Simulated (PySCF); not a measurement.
# AuF (SMILES [F][Au]): levels of theory compared

Aim: a comparison of 6 runs (HF/def2-SVP, PBE0/def2-SVP, B2PLYP/def2-SVPD, B2PLYP/def2-TZVP, CAM-B3LYP/def2-TZVP, r2SCAN/def2-TZVP) of AuF. 

Program for the calculation: PySCF 2.14.0.

## Step 1: The molecule

The species is AuF (2 atoms), meant as a singlet with charge 0. SMILES: `[F][Au]`. The shape is that of a PBE0-D4/def2-TZVP optimisation.

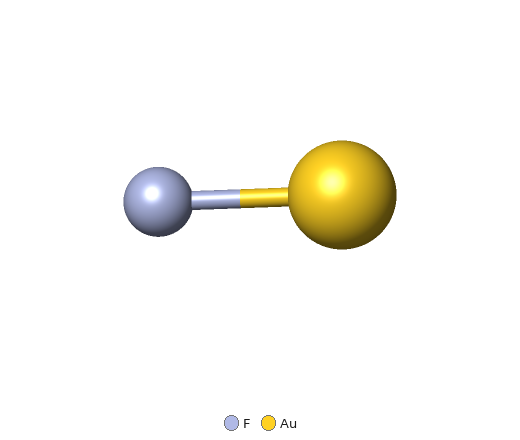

The structure, seen from a chosen angle (fluorine light blue, gold amber).

## Step 2: Energy and forces at HF/def2-SVP (core potential) (run 1)

calc.py reads:

```python
import pyscf.grad
from pyscf import gto, scf

mol = gto.M(
    atom=[
    ('F', (0.839700, -0.327100, 0.415300)),
    ('Au', (-0.810300, 0.267000, -0.411300)),
],
    verbose=3,
    basis='def2-svp',
    max_memory=1860,
    ecp={'Au': 'def2-svp'},
)

hf = scf.RHF(mol)
hf.conv_tol = 1e-10
hf.kernel()
if not hf.converged:
    hf = hf.newton().run(hf.mo_coeff, hf.mo_occ)

etot = hf.e_tot
print('E(%s) = %.9f' % ('HF', etot))
grad = hf.Gradients().kernel()
dip = hf.dip_moment()
pop, q = hf.mulliken_pop()
```

Command:

```sh
$ OMP_NUM_THREADS=1 python calc.py
```

The program printed:

```text
converged SCF energy = -234.101007217636
E(HF) = -234.101007218
--------------- RHF gradients ---------------
         x                y                z
0 F    -0.0114115740     0.0041088582    -0.0057168528
1 Au     0.0114115740    -0.0041088582     0.0057168528
----------------------------------------------
Dipole moment(X, Y, Z, Debye): -4.79903,  1.72794, -2.40417
 ** Mulliken pop  **
pop of  0 F 1s            1.99167
pop of  0 F 2s            1.10424
pop of  0 F 3s            0.87335
pop of  0 F 2px           1.02542
pop of  0 F 2py           1.14251
pop of  0 F 2pz           1.12619
pop of  0 F 3px           0.76717
pop of  0 F 3py           0.78896
pop of  0 F 3pz           0.78592
pop of  0 F 3dxy          0.00068
pop of  0 F 3dyz          0.00023
pop of  0 F 3dz^2         0.00038
pop of  0 F 3dxz          0.00087
pop of  0 F 3dx2-y2       0.00075
pop of  1 Au 5s           0.06296
pop of  1 Au 6s          -0.45141
pop of  1 Au 7s           1.73882
pop of  1 Au 8s           0.65330
pop of  1 Au 9s           0.37416
pop of  1 Au 10s          0.08050
pop of  1 Au 5px          1.85814
pop of  1 Au 5py          1.84555
pop of  1 Au 5pz          1.84730
pop of  1 Au 6px          0.16255
pop of  1 Au 6py          0.16151
pop of  1 Au 6pz          0.16166
pop of  1 Au 7px          0.01702
pop of  1 Au 7py          0.02918
pop of  1 Au 7pz          0.02748
pop of  1 Au 5dxy         1.72814
pop of  1 Au 5dyz         1.74855
pop of  1 Au 5dz^2        1.75310
pop of  1 Au 5dxz         1.69119
pop of  1 Au 5dx2-y2      1.70911
pop of  1 Au 6dxy         0.23509
pop of  1 Au 6dyz         0.24277
pop of  1 Au 6dz^2        0.24033
pop of  1 Au 6dxz         0.23150
pop of  1 Au 6dx2-y2      0.23376
pop of  1 Au 5f-3         0.00183
pop of  1 Au 5f-2         0.00150
pop of  1 Au 5f-1         0.00023
pop of  1 Au 5f+0         0.00106
pop of  1 Au 5f+1         0.00144
pop of  1 Au 5f+2         0.00182
pop of  1 Au 5f+3         0.00150
 ** Mulliken atomic charges  **
charge of    0F =     -0.60836
charge of    1Au =      0.60836
```

Run time: 4.5 s. Hardware: 1 thread of Intel Xeon at 2.50GHz (Skylake/Cascade Lake), shared host; peak memory 0.12 GiB.

## Step 3: Energy and forces at PBE0/def2-SVP (core potential) (run 2)

start.xyz reads:

```xyz
2
AuF
F      0.839700    -0.327100     0.415300
Au    -0.810300     0.267000    -0.411300
```

calc.py reads:

```python
import pyscf.grad
from pyscf import gto, dft

mol = gto.M(
    atom='start.xyz',
    verbose=4,
    spin=0,
    ecp={'Au': 'def2-svp'},
    charge=0,
    basis='def2-svp',
    max_memory=1860,
)

mf = dft.RKS(mol)
mf.xc = 'pbe0'
mf.conv_tol = 1e-10
mf.grids.level = 5
mf.kernel()
if not mf.converged:
    mf = mf.newton().run(mf.mo_coeff, mf.mo_occ)

e_tot = mf.e_tot
print(f'total energy: {e_tot:.8f} hartree')
grad = mf.Gradients().kernel()
mf.analyze()
```

Command:

```sh
$ OMP_NUM_THREADS=1 python calc.py
```

The program printed:

```text
PySCF version 2.14.0

[INPUT] num. atoms = 2
[INPUT] num. electrons = 28
[INPUT] charge = 0
[INPUT] spin (= nelec alpha-beta = 2S) = 0
[INPUT] symmetry False subgroup None
[INPUT] Mole.unit = angstrom
[INPUT] Symbol           X                Y                Z      unit          X                Y                Z       unit  Magmom
[INPUT]  1 F      0.839700000000  -0.327100000000   0.415300000000 AA    1.586803026797  -0.618129415345   0.784803259532 Bohr   0.0
[INPUT]  2 Au    -0.810300000000   0.267000000000  -0.411300000000 AA   -1.531245078735   0.504556875259  -0.777244355034 Bohr   0.0

nuclear repulsion = 46.6742253843098
number of shells = 18
number of NR pGTOs = 81
number of NR cGTOs = 46
basis = def2-svp
ecp = {'Au': 'def2-svp'}

[... 67 lines left out ...]
Nuclear Repulsion Energy =              46.674225384309828
[... 6 lines left out ...]
MO #1   energy= -24.7093898861752  occ= 2
[... 4 lines left out ...]
MO #6   energy= -1.09261525930679  occ= 2
[... 4 lines left out ...]
MO #11  energy= -0.343423033404723 occ= 2
[... 4 lines left out ...]
MO #16  energy= 0.00980708017242188 occ= 0
[... 4 lines left out ...]
MO #21  energy= 0.455342390855477  occ= 0
[... 4 lines left out ...]
MO #26  energy= 0.762857841163476  occ= 0
[... 4 lines left out ...]
MO #31  energy= 1.4862781679063    occ= 0
[... 4 lines left out ...]
MO #36  energy= 1.58916371408411   occ= 0
[... 4 lines left out ...]
MO #41  energy= 3.15695362605091   occ= 0
[... 4 lines left out ...]
MO #46  energy= 202.463451579925   occ= 0
[... 12 lines left out ...]
pop of  0 F 3dyz          0.00125
pop of  0 F 3dz^2         0.00223
pop of  0 F 3dxz          0.00275
pop of  0 F 3dx2-y2       0.00201
pop of  1 Au 5s           1.80540
pop of  1 Au 6s           0.72432
pop of  1 Au 7s           0.02368
pop of  1 Au 8s           0.06843
pop of  1 Au 9s           0.02104
pop of  1 Au 10s          0.11755
pop of  1 Au 5px          1.51265
pop of  1 Au 5py          1.49255
pop of  1 Au 5pz          1.49535
pop of  1 Au 6px          0.34954
pop of  1 Au 6py          0.33645
pop of  1 Au 6pz          0.34216
pop of  1 Au 7px          0.19958
pop of  1 Au 7py          0.19632
pop of  1 Au 7pz          0.20175
pop of  1 Au 5dxy         1.41004
pop of  1 Au 5dyz         1.35752
pop of  1 Au 5dz^2        1.37339
pop of  1 Au 5dxz         1.43676
pop of  1 Au 5dx2-y2      1.44597
pop of  1 Au 6dxy         0.53258
pop of  1 Au 6dyz         0.41549
pop of  1 Au 6dz^2        0.45299
pop of  1 Au 6dxz         0.48338
pop of  1 Au 6dx2-y2      0.53290
pop of  1 Au 5f-3         0.00098
pop of  1 Au 5f-2         0.00015
pop of  1 Au 5f-1         0.00095
pop of  1 Au 5f+0         0.00103
pop of  1 Au 5f+1         0.00168
pop of  1 Au 5f+2         0.00118
pop of  1 Au 5f+3         0.00120
 ** Mulliken atomic charges  **
charge of    0F =     -0.66504
charge of    1Au =      0.66504
Dipole moment(X, Y, Z, Debye): -3.43110,  1.23540, -1.71888
```

It took 12 s on 1 thread of Intel Xeon at 2.50GHz (Skylake/Cascade Lake), shared host; peak memory 0.48 GiB.

Runs 3 to 5 aren't shown in full; the table further down has their settings and results.

## Step 4: Energy and gradient at r2SCAN/def2-TZVP (core potential) (run 6)

mol.xyz reads:

```xyz
2
AuF
F      0.839700    -0.327100     0.415300
Au    -0.810300     0.267000    -0.411300
```

run.py reads:

```python
from pyscf import gto, dft

molecule = gto.Mole()
molecule.atom = 'mol.xyz'
molecule.charge = 0
molecule.spin = 0
molecule.max_memory = 1860
molecule.basis = 'def2-tzvp'
molecule.ecp = {'Au': 'def2-svp'}
molecule.verbose = 4
molecule.build()

ks = dft.RKS(molecule)
ks.xc = 'r2scan'
ks.grids.level = 5
ks.conv_tol = 1e-10
ks.kernel()
if not ks.converged:
    ks = ks.newton().run(ks.mo_coeff, ks.mo_occ)

e_final = ks.e_tot
print('Final energy', e_final)
grad = ks.nuc_grad_method().kernel()
ks.analyze()
```

Command:

```sh
$ OMP_NUM_THREADS=1 python run.py
```

The program printed:

```text
PySCF version 2.14.0

[INPUT] num. atoms = 2
[INPUT] num. electrons = 28
[INPUT] charge = 0
[INPUT] spin (= nelec alpha-beta = 2S) = 0
[INPUT] symmetry False subgroup None
[INPUT] Mole.unit = angstrom
[INPUT] Symbol           X                Y                Z      unit          X                Y                Z       unit  Magmom
[INPUT]  1 F      0.839700000000  -0.327100000000   0.415300000000 AA    1.586803026797  -0.618129415345   0.784803259532 Bohr   0.0
[INPUT]  2 Au    -0.810300000000   0.267000000000  -0.411300000000 AA   -1.531245078735   0.504556875259  -0.777244355034 Bohr   0.0

nuclear repulsion = 46.6742253843098
number of shells = 25
number of NR pGTOs = 112
number of NR cGTOs = 71
basis = def2-tzvp
ecp = {'Au': 'def2-svp'}

[... 72 lines left out ...]
Total Energy =                        -235.596734050390097
[... 8 lines left out ...]
MO #2   energy= -4.12806332919703  occ= 2
[... 6 lines left out ...]
MO #9   energy= -0.358905514486738 occ= 2
[... 6 lines left out ...]
MO #16  energy= -0.00472055249117931 occ= 0
[... 6 lines left out ...]
MO #23  energy= 0.312606963534192  occ= 0
[... 6 lines left out ...]
MO #30  energy= 0.699474383674374  occ= 0
[... 6 lines left out ...]
MO #37  energy= 1.49418642986651   occ= 0
[... 6 lines left out ...]
MO #44  energy= 2.01148394305866   occ= 0
[... 6 lines left out ...]
MO #51  energy= 3.27825158262398   occ= 0
[... 6 lines left out ...]
MO #58  energy= 7.02550331622957   occ= 0
[... 6 lines left out ...]
MO #65  energy= 8.75818408798184   occ= 0
[... 7 lines left out ...]
WARN: Weak orthogonality for localized orbitals 1.1740255896308751e-09
[... 38 lines left out ...]
pop of  1 Au 9s           0.02395
pop of  1 Au 10s          0.11869
pop of  1 Au 5px          0.03504
pop of  1 Au 5py          0.01522
pop of  1 Au 5pz          0.01798
pop of  1 Au 6px          0.48273
pop of  1 Au 6py          0.46972
pop of  1 Au 6pz          0.47132
pop of  1 Au 7px          1.45525
pop of  1 Au 7py          1.50725
pop of  1 Au 7pz          1.50028
pop of  1 Au 8px          0.02002
pop of  1 Au 8py          0.01839
pop of  1 Au 8pz          0.02039
pop of  1 Au 5dxy         0.94608
pop of  1 Au 5dyz         0.89964
pop of  1 Au 5dz^2        0.91316
pop of  1 Au 5dxz         0.95579
pop of  1 Au 5dx2-y2      0.97182
pop of  1 Au 6dxy         0.00061
pop of  1 Au 6dyz         0.00087
pop of  1 Au 6dz^2        0.00077
pop of  1 Au 6dxz         0.77643
pop of  1 Au 6dx2-y2      0.81749
pop of  1 Au 7dxy         1.01275
pop of  1 Au 7dyz         0.89219
pop of  1 Au 7dz^2        0.92630
pop of  1 Au 7dxz         0.16335
pop of  1 Au 7dx2-y2      0.18314
pop of  1 Au 5f-3         0.00078
pop of  1 Au 5f-2         0.00012
pop of  1 Au 5f-1         0.00063
pop of  1 Au 5f+0         0.00077
pop of  1 Au 5f+1         0.00108
pop of  1 Au 5f+2         0.00082
pop of  1 Au 5f+3         0.00096
 ** Mulliken atomic charges  **
charge of    0F =     -0.73017
charge of    1Au =      0.73017
Dipole moment(X, Y, Z, Debye): -3.41965,  1.23129, -1.71314
```

It took 35 s on 1 thread of Intel Xeon at 2.50GHz (Skylake/Cascade Lake), shared host; peak memory 0.7 GiB.

## Step 5: The series

```
run                                 level  integration grid      task  energy (Eh)  dipole moment (D)  HOMO energy (eV)  LUMO energy (eV)  wall time
  1          HF/def2-SVP (core potential)                 –  gradient  -234.101007               5.64            -11.24             -0.57      4.5 s
  2        PBE0/def2-SVP (core potential)                 5  gradient  -235.345115               4.03             -8.23             -3.83       12 s
  3     B2PLYP/def2-SVPD (core potential)                 5    energy  -235.178003               5.08             -9.48             -2.81      9.3 s
  4     B2PLYP/def2-TZVP (core potential)                 5    energy  -235.332844               4.98             -9.44             -2.79       16 s
  5  CAM-B3LYP/def2-TZVP (core potential)                 5  gradient  -235.513272               4.60             -9.76             -3.07       35 s
  6     r2SCAN/def2-TZVP (core potential)                 5  gradient  -235.596734               4.02             -7.35             -4.82       35 s
```

## Step 6: Outcome

```
                       quantity          value
            run 6: total energy  -235.59673 Eh
           run 6: dipole moment         4.02 D
             run 6: HOMO energy       -7.35 eV
             run 6: LUMO energy       -4.82 eV
           run 6: HOMO–LUMO gap        2.53 eV
run 6: largest force on an atom     0.202 eV/Å
```

The dipole moment (its size) runs from 4.02 D (r2SCAN/def2-TZVP) to 5.64 D (HF/def2-SVP). The two ends differ in method and basis. The HOMO–LUMO gap runs from 2.53 eV (r2SCAN/def2-TZVP) to 10.67 eV (HF/def2-SVP). Totals of different functionals can't be ranked against each other. All runs together took 1.9 min, the longest 35 s.
